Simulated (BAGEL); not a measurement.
# C3H2ClF (SMILES FC1=CC1Cl): HF/STO-3G (density fitting with qzvpp-jkfit)

Aim: the vertical singlet–triplet gap of C3H2ClF at HF/STO-3G (density fitting with qzvpp-jkfit), from 2 runs. 

The results are computed with BAGEL 1.2.2.

### 1 The molecule

The species is C3H2ClF (7 atoms), meant as a singlet with charge 0. As SMILES, `FC1=CC1Cl`. Geometry: relaxed at PBE0-D4/def2-TZVP.

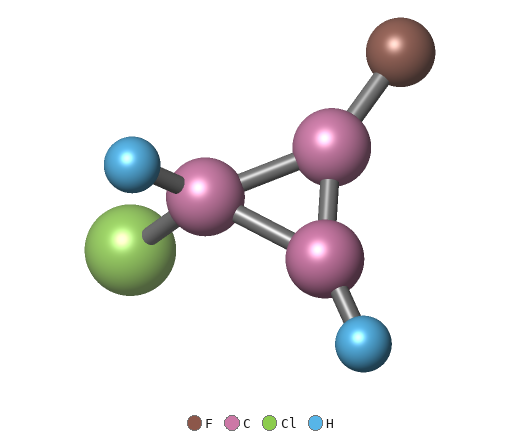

The structure, seen from a chosen angle (fluorine brown, carbon pink, chlorine green, hydrogen blue).

### 2 The energy at HF/STO-3G (density fitting with qzvpp-jkfit)

calc.json

```json
{ "bagel": [

{
  "title": "molecule",
  "basis": "sto-3g",
  "df_basis": "qzvpp-jkfit",
  "angstrom": "true",
  "geometry": [
    { "atom": "F", "xyz": [       0.416000,      -2.094500,      -0.334400 ] },
    { "atom": "C", "xyz": [       0.254800,      -0.851400,       0.006900 ] },
    { "atom": "C", "xyz": [       0.154700,       0.033300,       0.937200 ] },
    { "atom": "C", "xyz": [       0.000700,       0.474100,      -0.491600 ] },
    { "atom": "Cl", "xyz": [      -1.623600,       0.912000,      -1.122900 ] },
    { "atom": "H", "xyz": [       0.123900,       0.365700,       1.959300 ] },
    { "atom": "H", "xyz": [       0.734800,       1.092800,      -1.000200 ] }
  ]
},

{ "title": "hf" },

{ "title": "print", "file": "orbitals.molden", "orbitals": "true" }

]}
```

Run with:

```console
$ BAGEL_NUM_THREADS=1 BAGEL calc.json > calc.out
```

The program printed:

```text
* using 1 threads per process

  ===============================================================
  ===============================================================

  *** Geometry ***

  { "atom" : "F", "xyz" : [      0.786126,     -3.958031,     -0.631924 ] },
  { "atom" : "C", "xyz" : [      0.481502,     -1.608913,      0.013039 ] },
  { "atom" : "C", "xyz" : [      0.292341,      0.062928,      1.771051 ] },
  { "atom" : "C", "xyz" : [      0.001323,      0.895919,     -0.928989 ] },
  { "atom" : "Cl", "xyz" : [     -3.068159,      1.723430,     -2.121973 ] },
  { "atom" : "H", "xyz" : [      0.234137,      0.691073,      3.702540 ] },
  { "atom" : "H", "xyz" : [      1.388571,      2.065093,     -1.890104 ] },

  Number of auxiliary basis functions:      466

  Since a DF basis is specified, we compute 2- and 3-index integrals:
    o Being stored without compression. Storage requirement is 0.004 GB

  Number of basis functions:       31
  Number of electrons      :       46

    * METHOD: MOLECULE                             0.13

  *** RHF ***

  === Nuclear Repulsion ===
   195.7062309754

      * DIIS with orbital gradients will be used.

  === RHF iteration (sto-3g) ===
      0       -665.76414671          0.01607494           0.02
      1       -665.85674089          0.00552598           0.02
      2       -665.86592088          0.00137440           0.02
      3       -665.86696731          0.00049352           0.02
      4       -665.86705728          0.00011936           0.02
      5       -665.86706679          0.00003725           0.02
      6       -665.86706759          0.00001476           0.02
      7       -665.86706774          0.00000540           0.02
      8       -665.86706777          0.00000162           0.02
      9       -665.86706777          0.00000043           0.02
     10       -665.86706777          0.00000017           0.02
     11       -665.86706777          0.00000004           0.02
     12       -665.86706777          0.00000001           0.02
     13       -665.86706777          0.00000000           0.02
    * SCF iteration converged.

    * Permanent dipole moment:
           (   -0.889796,     0.204179,    -0.652183) a.u.

    * METHOD: HF                                   0.29

    * METHOD: PRINT                                0.00

  ===============================================================
```

Run time: 0.54 s. Hardware: 1 thread of Arm Neoverse V2, shared host.

### 3 The triplet at the same level

hf.json

```json
{ "bagel": [

{
  "title": "molecule",
  "basis": "sto-3g",
  "df_basis": "qzvpp-jkfit",
  "angstrom": "true",
  "geometry": [
    { "atom": "F", "xyz": [       0.416000,      -2.094500,      -0.334400 ] },
    { "atom": "C", "xyz": [       0.254800,      -0.851400,       0.006900 ] },
    { "atom": "C", "xyz": [       0.154700,       0.033300,       0.937200 ] },
    { "atom": "C", "xyz": [       0.000700,       0.474100,      -0.491600 ] },
    { "atom": "Cl", "xyz": [      -1.623600,       0.912000,      -1.122900 ] },
    { "atom": "H", "xyz": [       0.123900,       0.365700,       1.959300 ] },
    { "atom": "H", "xyz": [       0.734800,       1.092800,      -1.000200 ] }
  ]
},

{
  "title": "uhf",
  "nopen": 2
},

{
  "title": "print",
  "file": "orbitals.molden",
  "orbitals": "true"
}

]}
```

Run with:

```console
$ BAGEL_NUM_THREADS=1 BAGEL hf.json > hf.out
```

The program printed:

```text
* using 1 threads per process

  ===============================================================
  ===============================================================

  *** Geometry ***

  { "atom" : "F", "xyz" : [      0.786126,     -3.958031,     -0.631924 ] },
  { "atom" : "C", "xyz" : [      0.481502,     -1.608913,      0.013039 ] },
  { "atom" : "C", "xyz" : [      0.292341,      0.062928,      1.771051 ] },
  { "atom" : "C", "xyz" : [      0.001323,      0.895919,     -0.928989 ] },
  { "atom" : "Cl", "xyz" : [     -3.068159,      1.723430,     -2.121973 ] },
  { "atom" : "H", "xyz" : [      0.234137,      0.691073,      3.702540 ] },
  { "atom" : "H", "xyz" : [      1.388571,      2.065093,     -1.890104 ] },

  Number of auxiliary basis functions:      466

  Since a DF basis is specified, we compute 2- and 3-index integrals:
    o Being stored without compression. Storage requirement is 0.004 GB

  Number of basis functions:       31
  Number of electrons      :       46

    * METHOD: MOLECULE                             0.13

  *** Open-shell HF ***

  === Nuclear Repulsion ===
   195.7062309754

      * DIIS with orbital gradients will be used.

  === UHF iteration (sto-3g) ===
      0       -665.55700766          0.02901275           0.03
      1       -665.67952301          0.01036758           0.03
      2       -665.70223196          0.00396808           0.03
      3       -665.70801332          0.00196037           0.03
      4       -665.71111887          0.00068231           0.03
      5       -665.71157115          0.00031074           0.03
      6       -665.71171073          0.00011124           0.03
      7       -665.71173099          0.00004491           0.03
      8       -665.71173513          0.00002297           0.03
      9       -665.71173644          0.00001242           0.03
     10       -665.71173694          0.00000537           0.03
     11       -665.71173700          0.00000201           0.03
     12       -665.71173701          0.00000080           0.03
     13       -665.71173701          0.00000032           0.03
     14       -665.71173701          0.00000014           0.03
     15       -665.71173701          0.00000008           0.03
     16       -665.71173701          0.00000004           0.03
     17       -665.71173701          0.00000001           0.03
     18       -665.71173701          0.00000001           0.03
    * SCF iteration converged.

    * S^2 (UHF) is 2.0413

    * Permanent dipole moment:
           (   -0.708070,    -0.010959,    -0.492885) a.u.

    * METHOD: UHF                                  0.67

    * METHOD: PRINT                                0.00

  ===============================================================
```

Wall time 0.92 s (1 thread of Arm Neoverse V2, shared host).

### 4 What came out

At HF/STO-3G (density fitting with qzvpp-jkfit):

| quantity | value |
| --- | --- |
| singlet: total energy | -665.86707 Eh |
| singlet: dipole moment | 2.85 D |
| singlet: HOMO energy | -8.92 eV |
| singlet: LUMO energy | 7.74 eV |
| singlet: HOMO–LUMO gap | 16.66 eV |
| triplet: total energy | -665.71174 Eh |
| triplet: dipole moment | 2.19 D |
| triplet: ⟨S²⟩ | 2.041 |
| vertical energy of the triplet above the singlet | 4.227 eV |

What this shows: At this shape the triplet lies 4.23 eV (408 kJ/mol) above the singlet. In a minimal basis such a difference can be off by several eV, whatever the method.
